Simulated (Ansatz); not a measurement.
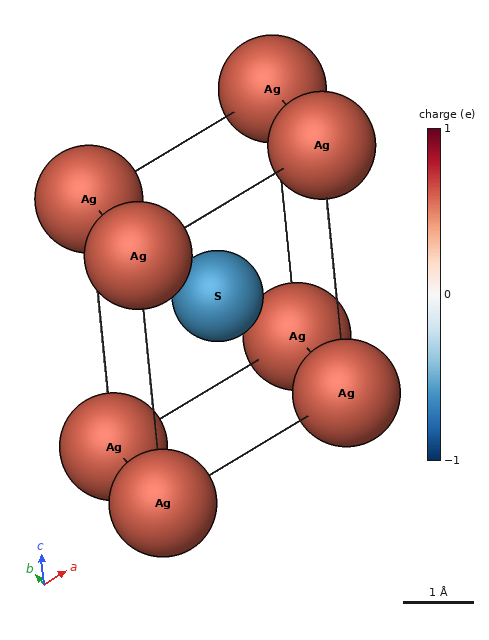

The crystal in a spheres-only representation, seen slightly off an axis. The lines enclose the simulation cell; boundary atoms appear with their images. The atoms of this AgS cell are coloured by their Bader charge.

The numbers come from Ansatz, DFT r2SCAN, scalar-relativistic, plane waves, PAW, using 500 eV cutoff, an 18×18×18 sampling of the Brillouin zone, Gaussian smearing of 0.1 eV, no spin polarisation.

Question: Interpret the colouring.

Answer: Most positive: Ag; most negative: S. Charges: about Ag +0.6 e; S -0.6 e.

The structure was taken from a structure type filled with these elements by a generator (whether the compound takes this form wasn't checked). Earlier steps of the study may have refined or changed the cell and positions. A calculation with Ansatz used it as input.
